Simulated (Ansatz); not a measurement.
# Calculations on BSiNH$_{8}$

Part 1: Relaxation

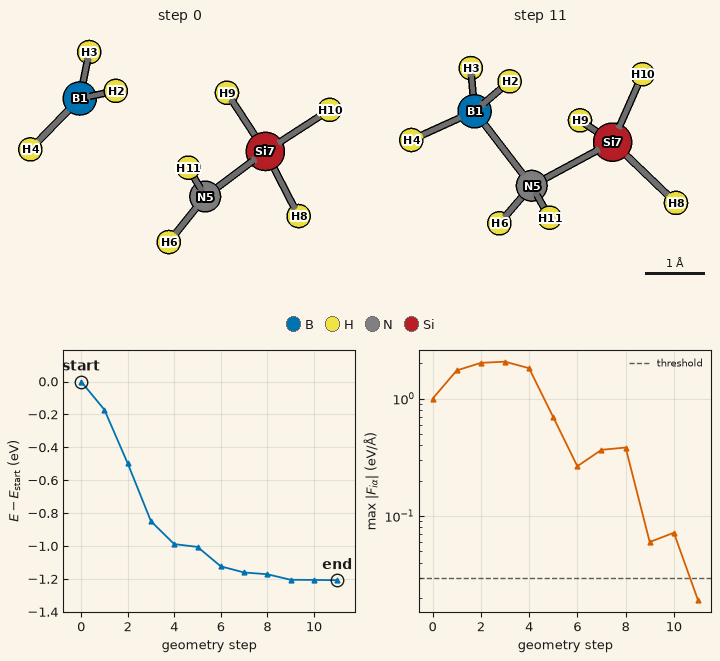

First and last geometry of a relaxation of BSiNH$_{8}$, with the history of the run. The picture is a ball-and-stick view, seen at a tilt.

The run prepares an end point of a later path (reaction) calculation, from a guessed geometry.

Method: Ansatz 0.2.0, RKS PBE-D4/6-31G*. Settings: no spin polarisation; force threshold 0.03 eV/Å; at most 50 steps.

> Read the history and describe the run.

It converged. The atom that moves furthest after the best rigid fit is H10 (1.02 Å). Largest moves by element: H 1.02 Å, B 0.63 Å, N 0.62 Å, Si 0.29 Å. Some distances before and after: B1–N5 2.733 → 1.671 Å, B1–Si7 3.636 → 2.800 Å, N5–Si7 1.752 → 1.825 Å, B1–H3 1.208 → 1.228 Å. New bonds form, among them: B1–N5 (2.73 → 1.67 Å). Among the angles between lasting bonds that change: H6–N5–Si7 122.6° → 111.2°, N5–Si7–H9 117.0° → 106.3°, Si7–N5–H11 121.8° → 113.7°. After 11 geometry steps the energy has fallen by 1.207 eV. The largest force component goes from 1 to 0.019 eV/Å. Cost: 22 s on 1 thread of Arm Neoverse V2, with other jobs on the host, peak memory 0.13 GiB.

| step | E − E(0), eV | largest force component, eV/Å |
| --- | --- | --- |
| 0 | 0.0000 | 0.9981 |
| 1 | -0.1711 | 1.7376 |
| 2 | -0.4965 | 2.0160 |
| 3 | -0.8489 | 2.0646 |
| 4 | -0.9879 | 1.8162 |
| 5 | -1.0049 | 0.6970 |
| 6 | -1.1230 | 0.2657 |
| 7 | -1.1602 | 0.3666 |
| 8 | -1.1710 | 0.3835 |
| 9 | -1.2046 | 0.0602 |
| 10 | -1.2055 | 0.0721 |
| 11 | -1.2071 | 0.0193 |

Part 2: Relaxation

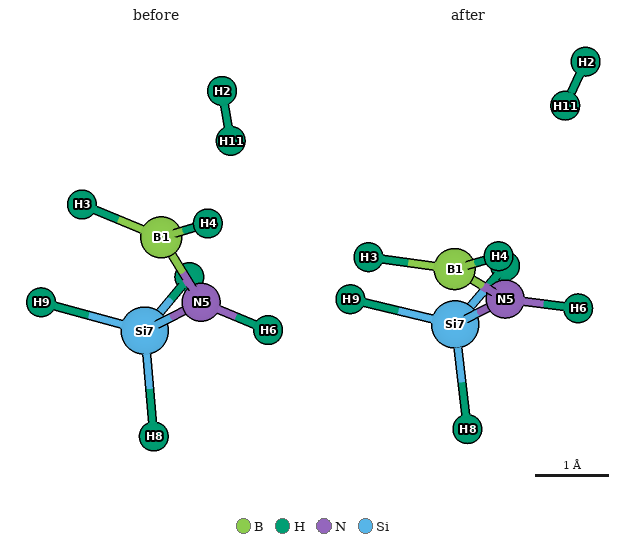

The structure of BSiNH8 before (left) and after (right) a relaxation, at one scale.

A ball-and-stick model, seen from a free direction.

The run prepares an end point of a later path (reaction) calculation, from a guessed geometry.

Level of theory: RKS PBE-D4/6-31G* (Ansatz). Set-up: no spin polarisation; force threshold 0.03 eV/Å; at most 50 steps.

Q: Describe what moved and what it gained.

A: The largest move after the best rigid fit is that of an H atom, 1.24 Å. Largest moves by element: H 1.24 Å, B 0.57 Å, N 0.19 Å, Si 0.12 Å. Some distances before and after: B–N 1.481 → 1.413 Å, H–H 0.715 → 0.752 Å, N–Si 1.758 → 1.771 Å, B–H 1.201 → 1.207 Å. Over 18 accepted moves (20 points after the start) the energy falls by 7.53 kcal/mol. Largest force component: 1.9 eV/Å at the start, 0.025 eV/Å at the end. The line search rejected the trial steps at points 6, 17 of the run. The forces were under the threshold at step 7, but the run went on from there. The run took 38 s on 1 thread of Arm Neoverse V2, with other jobs on the host, peak memory 0.13 GiB.

Part 3: Path

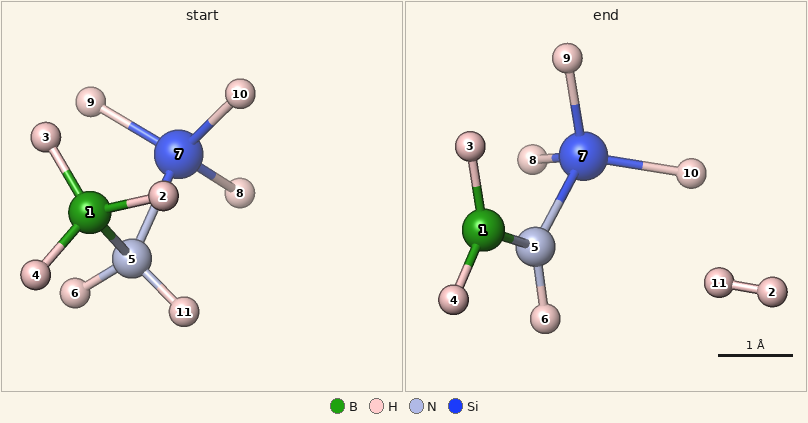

The two relaxed end points of a path for BSiNH8. Style: ball-and-stick. Shown from a free direction.

These are results of Ansatz, RKS PBE-D4/6-31G*, not measurements.

Run with 5 movable images; climbing image; force threshold 0.03 eV/Å; iteration limit 60.

Start:
```xyz
11

B     0.0122   -0.1091    0.4035
H    -0.5039    0.4524    1.3552
H     1.2208    0.0956    0.3266
H    -0.5653    0.0640   -0.6557
N    -0.1156   -1.7389    0.7476
H     0.0387   -2.2778   -0.1151
Si    1.1676   -2.1037    1.9928
H     0.8843   -3.4527    2.5928
H     2.4641   -2.1405    1.2603
H     1.0923   -1.0475    3.0367
H    -1.0697   -1.9567    1.0622
```

End:
```xyz
11

B     0.6238   -0.7726   -0.4654
H    -1.7904    0.4409    2.5176
H     1.6741   -0.1860   -0.3698
H    -0.1458   -0.5631   -1.3718
N     0.2885   -1.7341    0.5139
H    -0.6108   -2.2106    0.3997
Si    1.2759   -2.2229    1.9009
H     1.6944   -3.6615    1.7834
H     2.4796   -1.3371    1.9237
H     0.4926   -2.0784    3.1745
H    -1.3564    0.1102    2.0003
```

What barrier does the band find between them, and by what path?

The highest point, image 4, lies 130.0 kJ/mol above the start and 136.1 kJ/mol above the end; the end is at −6.1 kJ/mol relative to the start. Breaking: B1–H2 (1.22 → 1.36 at the top → 4.02 Å), N5–H11 (1.03 → 1.40 at the top → 2.88 Å). Forming: H2–H11 (2.49 → 1.01 at the top → 0.75 Å). The band converged in 48 iterations. The largest component of the band force went from 11 to 0.025 eV/Å. The climbing image converged on the top of the path. Its vibrational analysis gives one imaginary mode (1233i cm⁻¹), as a transition state must have.

Energies of the converged images:

```csv
image,path (Å),E (kJ/mol)
0,0.00,0.0
1,0.69,1.6
2,1.37,4.5
3,2.06,37.7
4,2.74,130.0
5,4.88,-3.1
6,7.02,-6.1
```

The geometry at the top of the path:

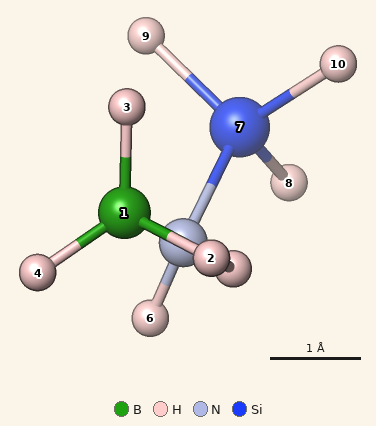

Cost: 6.4 min on 1 thread of Arm Neoverse V2 (shared host), peak memory 0.12 GiB.
